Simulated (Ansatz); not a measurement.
**AlH₂···HCl (doublet): density, localisation and related maps**

| atom | x (Å) | y (Å) | z (Å) |
| --- | --- | --- | --- |
| Al | 0.0000 | 0.0000 | -0.2916 |
| Cl | 0.0000 | 0.0003 | 3.1423 |
| H | 1.3662 | 0.0000 | -1.1310 |
| H | -1.3662 | 0.0000 | -1.1310 |
| H | 0.0000 | -0.0002 | 4.4814 |

Not at a stationary point (largest force 1.1 eV/Å).

Level of theory: UKS B3LYP/def2-SVPD in Ansatz 0.2.0.

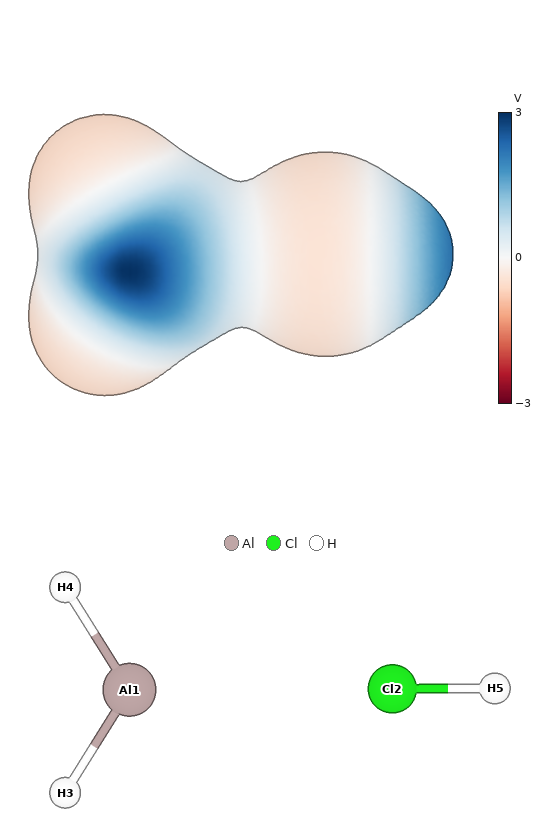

Figure 1. The electrostatic potential painted on the density surface at 0.002 e/bohr³, seen at a tilt; red is negative and blue positive. The bare structure is drawn below in the same view.

Where is the surface potential most negative and most positive?

Answer. The most negative region (about −0.6 V, or −14 kcal/mol for a unit charge) lies over H3 and H4, the most positive (about +2.9 V, or +67 kcal/mol for a unit charge) over Al1.

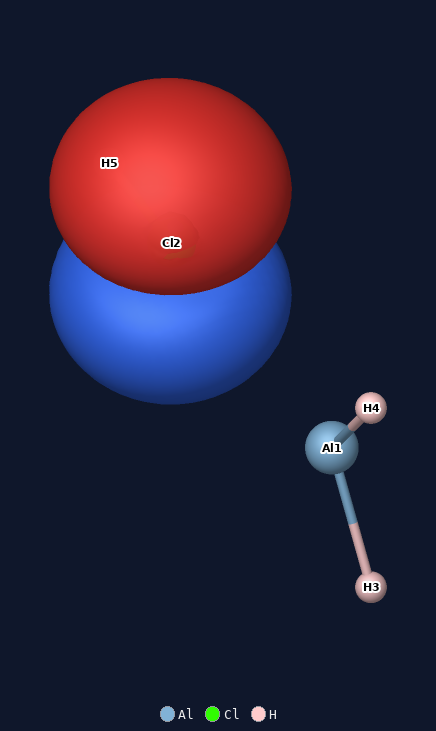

Figure 2. The HOMO−1 (β) at ±0.1 Å⁻³ᐟ² (blue and red are the two phases), seen at an oblique angle.

What is the character of this orbital?

Answer. Its weight (Hirshfeld) is mainly on Cl2 (about 95 %); it is symmetric in the molecular plane (an in-plane orbital: σ, lone-pair or in-plane π type); largely a lone pair of Cl2. Its energy is −9.21 eV.

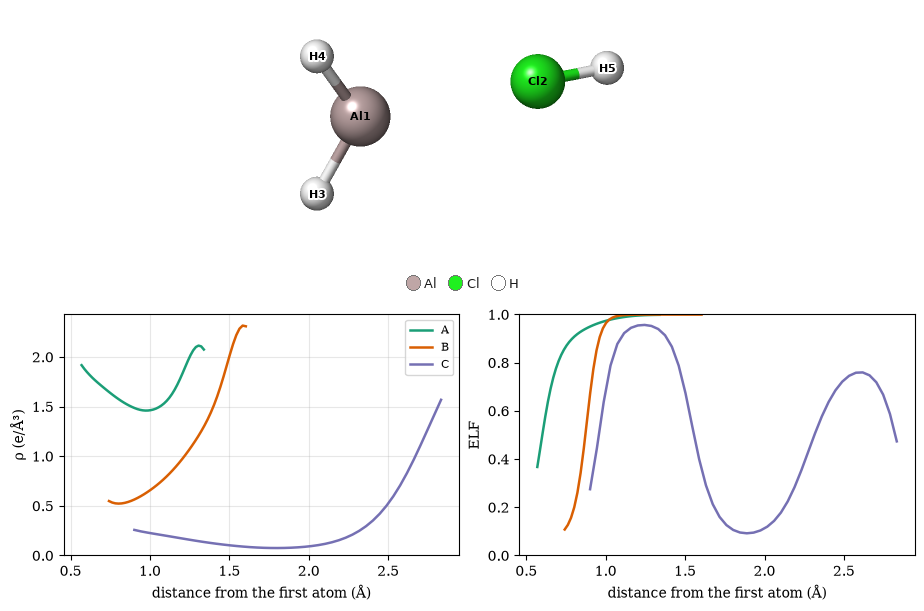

Figure 3. Total electron density and ELF along straight lines between neighbouring atoms. The curves leave out the atomic cores. The structure is drawn too.

Which curve belongs to which contact (Al–Cl, Al–H and Cl–H)? The first atom named is at distance zero.

Answer. Curve A: Cl–H (1.34 Å): ρ is about 1.7 e/Å³ halfway; the ELF climbs to about 1 towards the hydrogen, as it does in any bond to H; a covalent bond by its length. Curve B: Al–H (1.60 Å): ρ is about 0.52 e/Å³ halfway; the ELF climbs to about 1 towards the hydrogen. Curve C: Al1···Cl2 (3.43 Å): the density falls to about 0.08 e/Å³ on the way; the ELF dips to about 0.10 between them.
